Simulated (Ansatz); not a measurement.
# ClH$_{5}$W: what the fields show

The calculation's input:

```
crystal:
  periodic: [false, false, false]
  atoms:
    - { symbol: W, position_ang: [0.0, 0.0, 0.0] }
    - { symbol: Cl, position_ang: [0.0, 0.0, 2.39] }
    - { symbol: H, position_ang: [1.72, 0.0, 0.0] }
    - { symbol: H, position_ang: [0.0, 1.72, 0.0] }
    - { symbol: H, position_ang: [-1.72, 0.0, 0.0] }
    - { symbol: H, position_ang: [0.0, -1.72, 0.0] }
    - { symbol: H, position_ang: [0.0, 0.0, -1.72] }
basis:
  gaussian: { orbitals: def2-mTZVP }
hamiltonian:
  xc: pbe0
  dispersion: d4
relax:
  f_tol: 0.02
  max_steps: 40
output:
  orbitals: {}
```

Run with:

```sh
ansatz run input.yaml --threads 1 --pin off --max-ram 2048MiB --backend cpu --events-out ev --progress --plain --runs-dir out
```

The fields are those of the run's last geometry, not of the input's.

Core potentials replace the inner electrons of W.

The calculation used Ansatz, RKS PBE0-D4/def2-mTZVP.

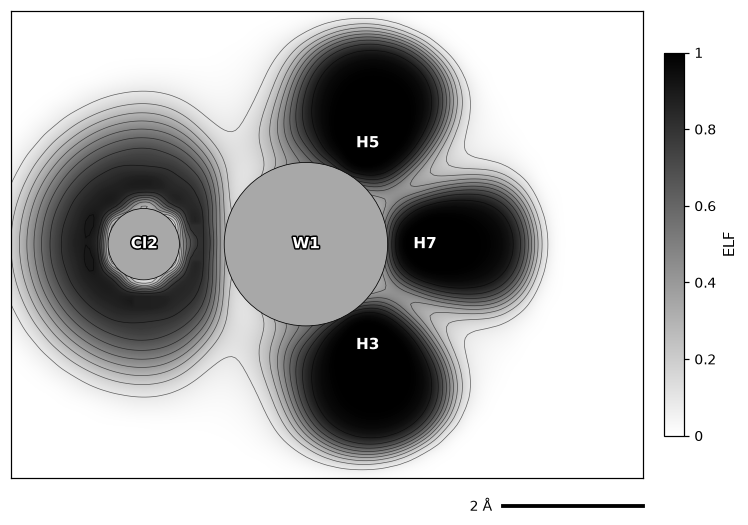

Figure 1. ELF on the plane of atoms H3, W1 and H5. Grey discs cover the atomic cores.

Q: What does the map show?

A:
- The plane passes through W, Cl and H nuclei.
- W–Cl (2.31 Å): the ELF peaks at about 0.80 in the valence shell of Cl, 0.8 Å from its nucleus, and is about 0.30 at the midpoint.
- W–H (1.69 Å): the ELF climbs to about 1 towards the hydrogen.

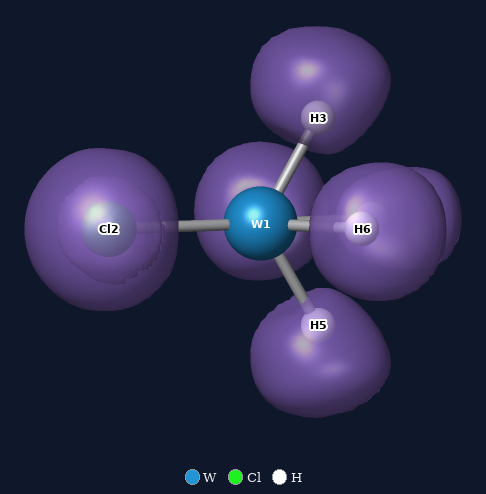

Figure 2. Isosurface of the ELF at 0.8 (purple), seen at a tilt. Core shells and regions of very low density are left out.

Q: Where are the electrons localised?

A: At this value the surface marks out five regions around hydrogen nuclei and one region wrapped around Cl (its valence shell).

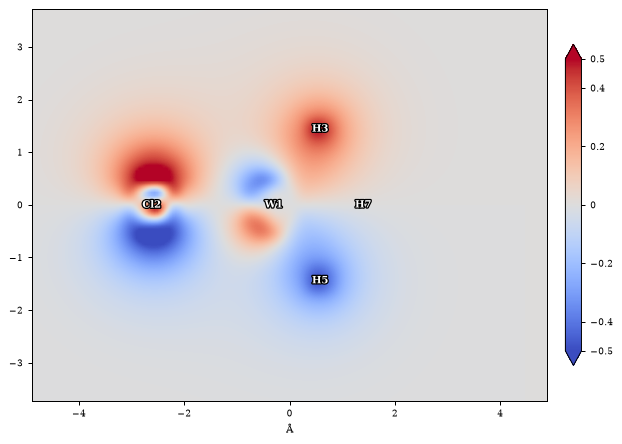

Figure 3. The HOMO−1 on the plane of atoms H5, W1 and H7 (values in Å⁻³ᐟ²; the overall sign is arbitrary).

Q: Where does this orbital lie, and at what energy?

A: By Hirshfeld shares it lies mainly on Cl2 (about 55 %), W1 (about 20 %), H3 (about 10 %) and H5 (about 10 %). It is one of a degenerate set, so its orientation is arbitrary. Its energy is −9.46 eV.
